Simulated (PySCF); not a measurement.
| atom | x (Å) | y (Å) | z (Å) |
| --- | --- | --- | --- |
| Cl | 3.1487 | 0.9649 | -1.0311 |
| B | 1.8583 | -0.1684 | -1.1854 |
| Cl | 1.5956 | -0.7732 | -2.7819 |
| B | 0.9238 | -0.6833 | 0.1759 |
| O | -0.4288 | -1.2862 | -0.2928 |
| C | -1.5026 | -0.6378 | -0.1761 |
| C | -1.6274 | 0.5913 | 0.4643 |
| C | -0.5035 | 1.0651 | 1.1334 |
| O | 0.6355 | 0.5262 | 1.1051 |
| H | 1.4441 | -1.5129 | 0.8526 |
| H | -2.3890 | -1.1262 | -0.5840 |
| H | -2.5727 | 1.0951 | 0.5302 |
| H | -0.5864 | 1.9458 | 1.7721 |

Geometry: GFN2-xTB.

Theory: wB97X-D/def2-SVPD, SCF density, gas phase in PySCF 2.14.0.

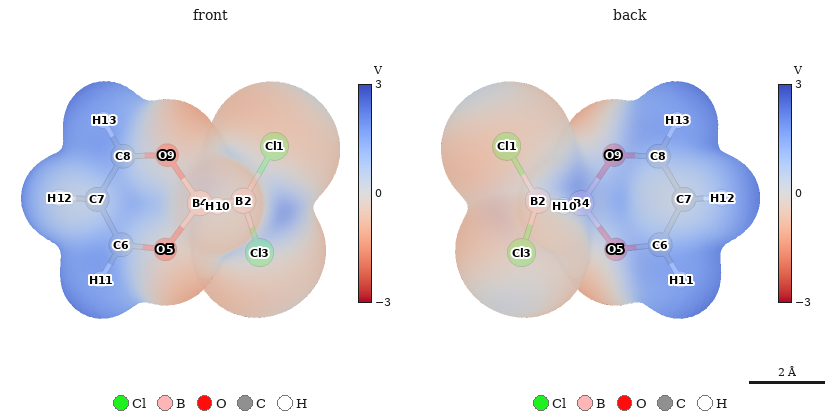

C3H4B2Cl2O2. The molecular electrostatic potential painted on the density surface at 0.004 e/bohr³, seen from the front and from behind; red is negative and blue positive.

Question: Where is the surface potential most negative and most positive?

Answer: The most negative region (about −1.0 V) lies over O5 and O9, the most positive (about +2.2 V) over H11, H12 and H13. Cl1 shows a σ-hole: about +0.2 V at the tip opposite its bond, against about −0.6 V on its flanks. Cl3 shows a σ-hole: about +0.2 V at the tip opposite its bond, against about −0.6 V on its flanks.

Question: How polar is the molecule by this calculation?

Answer: Its dipole moment is 5.31 D.
